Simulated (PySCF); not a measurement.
Consider C$_{5}$H$_{7}$AlF$_{3}$N (SMILES C=CC(F)(F)CC#[N+][AlH2-][F]).

Input file:

```
{"job": {"kind": "nmr", "xc": "PBE0", "basis": "pcSseg-1"}, "charge": 0, "multiplicity": 1}
C     -2.104973     0.503331    -1.180942
C     -1.137543    -0.176454    -0.596663
C     -1.222512    -0.686687     0.812977
F     -0.980784    -2.026150     0.861258
F     -2.465311    -0.535954     1.345006
C     -0.226382     0.020282     1.774747
C      1.089596    -0.011382     1.230224
N      2.132037    -0.057275     0.754247
Al     2.750852     0.252922    -1.160812
F      1.796083     1.596313    -1.403156
H     -3.030297     0.728101    -0.675550
H     -1.998903     0.857384    -2.190243
H     -0.205678    -0.418893    -1.092933
H     -0.255521    -0.488908     2.743863
H     -0.547321     1.058936     1.896376
H      4.269227     0.433768    -1.068731
H      2.130431    -1.037306    -1.760657
```

Command:

```sh
OMP_NUM_THREADS=1 python probes_run.py task.json out
```

Geometry: GFN2-xTB.

Level of theory: PBE0/pcSseg-1, SCF density, gas phase, non-relativistic in PySCF 2.14.0.

Question: Predict the electron density and electron localisation function between the atoms.

Answer: C–C (1.32 Å): ρ is about 2.3 e/Å³ halfway; the ELF peaks at about 0.90 between the atoms; a multiple bond.
C–F (1.36 Å): ρ is about 2.2 e/Å³ halfway, with its minimum of 1.8 e/Å³ about 0.5 Å from C; the ELF peaks at about 0.85 between the atoms, as expected for a polar covalent bond.
C–H (1.07 Å): ρ at the midpoint is about 2.1 e/Å³; the ELF climbs to about 1 towards the hydrogen, as it does in any bond to H; a covalent bond by its length.

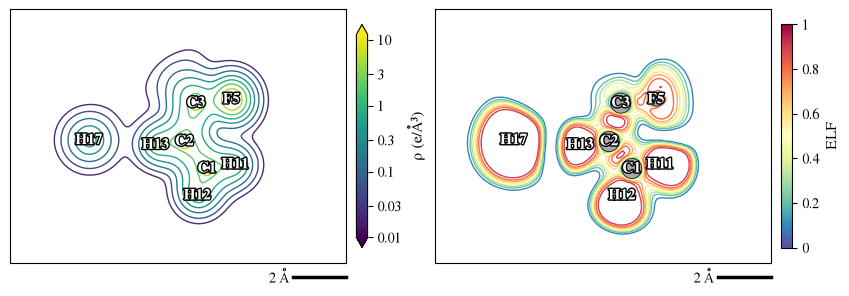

Computed electron density and electron localisation function on the plane of atoms C1, C2 and C3, in this order. Grey discs cover the atomic cores in the ELF map. 
